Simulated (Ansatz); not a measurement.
# The cluster Sn2H (doublet): reading failed and doubtful runs

Aim: try 3 inputs for the cluster Sn2H (doublet) as typed, read how each ends, and find what has to change.

The runs use Ansatz 0.2.0, Gaussian basis; the settings change from run to run.

2 further runs of the same task are left out: 2 set aside as unsound or not needed.

**1. The molecule**

An earlier r2SCAN-D4 in a triple-zeta def2 set relaxation fixed the geometry. Sn takes a core potential in def2 sets; no spin-orbit term is included.

3 atoms, charge 0, spin multiplicity 2.

Atoms are counted from 1 here; the program's logs count them from 0.

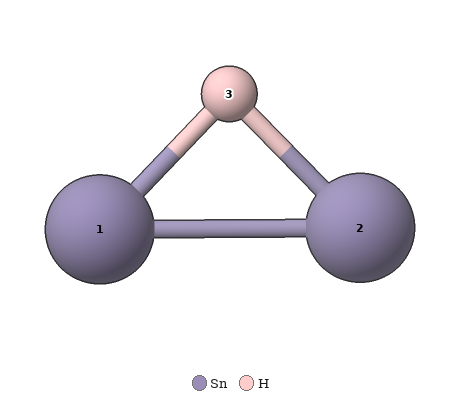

The geometry (tin purple, hydrogen pink); atoms are numbered from 1 in the order of the file.

**2. Input 1**

File in.yaml:

```yaml
crystal:
  periodic: [false, false, false]
  atoms:
    - {symbol: Sn, position_ang: [-0.250914, -0.708360, 1.327796]}
    - {symbol: Sn, position_ang: [0.888075, -0.020440, -1.090184]}
    - {symbol: H, position_ang: [-0.602752, 0.800016, -0.128491]}
basis:
  gaussian: {orbitals: def2-TZVPD, fitting: {mean_field: cc-pVTZ-jkfit}}
magnetization: {spin_polarized: true, initial_magnetization: 1}
hamiltonian: {xc: {name: r2SCAN}}
scf: {omitted_lower_state_checks: [starts]}
output: {forces: true}
```

The run is started by

```console
ansatz run in.yaml --threads 4 --pin off --events-out ev --progress --plain --max-ram 3916MiB
```

Standard output:

```text
Functional definition: r2SCAN
  name "r2SCAN"
  cite "Furness, Kaplan, Ning, Perdew & Sun, J. Phys. Chem. Lett. 11, 8208 (2020) doi:10.1021/acs.jpclett.0c02405"
  cite "Furness, Kaplan, Ning, Perdew & Sun, J. Phys. Chem. Lett. 11, 9248 (2020) doi:10.1021/acs.jpclett.0c03077"
  parent r2scan
  parameter k0 = 0.174
  parameter k1 = 0.065
  parameter a1 = 4.9479
  exchange = r2scan_x(k0 = k0, k1 = k1, a1 = a1)
  correlation = r2scan_c
these checks for a lower state are left out or cut short: starts
Error: <dir> the basis set cc-pVTZ-JKFIT has no functions for Sn
```

Run time: 0.36 s. Hardware: 4 threads of Arm Neoverse V1, shared host.

**Diagnosis.** Refused before any calculation. The fitting set named has no entry for an element of this molecule. Cure: leave the fitting key out, or name a set that covers all elements and suits the basis. Its coordinates are also moved off the relaxed structure.

**3. Input 2**

File in.yaml:

```yaml
crystal:
  periodic: [false, false, false]
  atoms:
    - {symbol: Sn, position_ang: [-0.466020, -1.649032, 2.691087]}
    - {symbol: Sn, position_ang: [1.822713, 0.073203, -2.617740]}
    - {symbol: H, position_ang: [-1.356670, 1.575828, -0.073347]}
basis:
  gaussian: {orbitals: def2-mTZVP, point_charges: [{charge: 2.00, position_ang: [4.356, -0.236, 0.723]}]}
magnetization: {spin_polarized: true, initial_magnetization: 1}
hamiltonian: {xc: {name: revPBE0}, dispersion: d3bj, pseudopotentials: {relativity: none}}
scf: {omitted_lower_state_checks: [starts]}
output: {forces: true}
```

The command is unchanged.

Standard output, shortened:

```text
Functional definition: revPBE0
  name "revPBE0"
  cite "Zhang & Yang, Phys. Rev. Lett. 80, 890 (1998) doi:10.1103/PhysRevLett.80.890"
  cite "Adamo & Barone, J. Chem. Phys. 110, 6158 (1999) doi:10.1063/1.478522"
  cite "Perdew, Burke & Ernzerhof, Phys. Rev. Lett. 77, 3865 (1996) doi:10.1103/PhysRevLett.77.3865"
[...]
897 factors; integrals over basis functions are off by at most 2.2e-4 eV
[...]
mean field -11677.72481856 eV, -429.1484716359 hartree, gradient 6.4e-6 eV, S^2 2.251783; 0 other end points of the search recorded, 0 dependent functions left out
[...]
reference -11677.72485908 eV, -429.1484731248 hartree; 23, 22 occupied and 52, 53 virtual orbitals, 897 factors
Total energy: -11677.76199353 eV, -429.1498377908 hartree
Atom 0 at    -0.466020    -1.649032     2.691087 Å, force     0.182052     0.108470    -0.197859 eV/Å
Atom 1 at     1.822713     0.073203    -2.617740 Å, force     0.966595    -0.149806     1.523388 eV/Å
Atom 2 at    -1.356670     1.575828    -0.073347 Å, force     0.036385    -0.043954    -0.000924 eV/Å
Dipole moment:    -1.275542    -0.302999     0.257579 e Å
Checks for a lower state left out: starts
```

It took 4.9 s on 4 threads of Arm Neoverse V1, shared host.

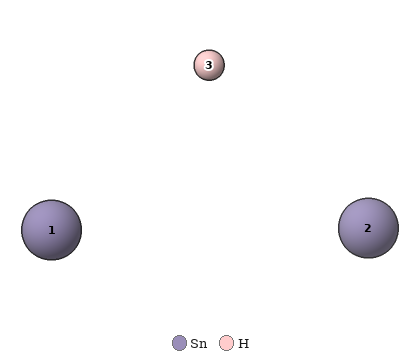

The geometry of this input.

**Diagnosis.** It ended without an error, which proves nothing about the input. The geometry is stretched to more than twice its size. The shortest distance is 4.34 Å (Sn1–H3), against 1.97 Å in the relaxed molecule. Its energy is no property of the relaxed molecule. Cure: use the relaxed coordinates, and remove the point charge.

**4. Input 3**

File in.yaml:

```yaml
crystal:
  periodic: [false, false, false]
  atoms:
    - {symbol: Sn, position_ang: [-0.148279, -0.524692, 0.856255]}
    - {symbol: Sn, position_ang: [0.579954, 0.023292, -0.713929]}
    - {symbol: H, position_ang: [-0.431668, 0.501400, -0.020004]}
basis:
  gaussian: {orbitals: def2-mTZVPP}
magnetization: {spin_polarized: true, initial_magnetization: 1}
hamiltonian: {xc: {name: BLYP}, dispersion: d3bjatm}
```

The command is unchanged.

Standard output:

```text
Functional definition: BLYP
  name "BLYP"
  cite "Becke, Phys. Rev. A 38, 3098 (1988) doi:10.1103/PhysRevA.38.3098"
  cite "Lee, Yang & Parr, Phys. Rev. B 37, 785 (1988) doi:10.1103/PhysRevB.37.785"
  parameter beta = 0.0042
  parameter a = 0.04918
  parameter b = 0.132
  parameter c = 0.2533
  parameter d = 0.349
  exchange = b88_x(beta = beta)
  correlation = lyp_c(a = a, b = b, c = c, d = d)
812 factors; their error is unknown
mean field evaluation 1: about -11658.7564 eV, gradient 1.3e1 eV
mean field evaluation 2: about -11658.6183 eV, gradient 1.5e1 eV
mean field evaluation 4: about -11660.0091 eV, gradient 1.4e0 eV
mean field evaluation 8: about -11660.0271 eV, gradient 2.4e-2 eV
mean field evaluation 16: about -11657.8314 eV, gradient 4.8e0 eV
mean field -11660.02713620 eV, -428.4980938052 hartree, gradient 3.0e-5 eV, S^2 0.751585; 0 other end points of the search recorded, 0 dependent functions left out
reference -11660.02737294 eV, -428.4981025051 hartree; 23, 22 occupied and 54, 55 virtual orbitals, 812 factors
Total energy: -11660.21497889 eV, -428.5049968965 hartree
```

It took 1.2 s on 4 threads of Arm Neoverse V1, shared host.

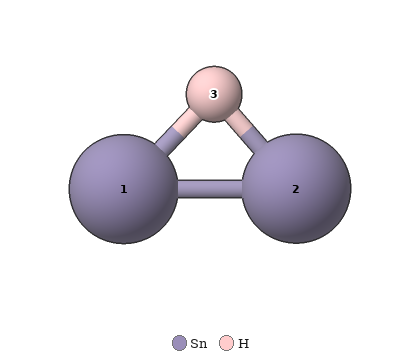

The geometry of this input.

Diagnosis: The run converged, but a converged run isn't a right one. The geometry is squeezed well below its size. The shortest distance is 1.32 Å (Sn2–H3), against 1.97 Å in the relaxed molecule. Its energy is no property of the relaxed molecule. To mend it, use the relaxed coordinates.

**5. How the tries ended**

```csv
input,level,ended,cause,time
1,r2SCAN/def2-TZVPD,refused,the fitting set named has no entry for an element of this molecule,0.36 s
2,revPBE0/def2-mTZVP,converged,the geometry is stretched to more than twice its size,4.9 s
3,BLYP/def2-mTZVPP,converged,the geometry is squeezed well below its size,1.2 s
```

**Reading.** 1 refused, 2 converged. A refusal costs next to no computing time. The dangerous case is the input that converges on a wrong geometry, charge, spin, basis or grid: often only a look at the input shows it.
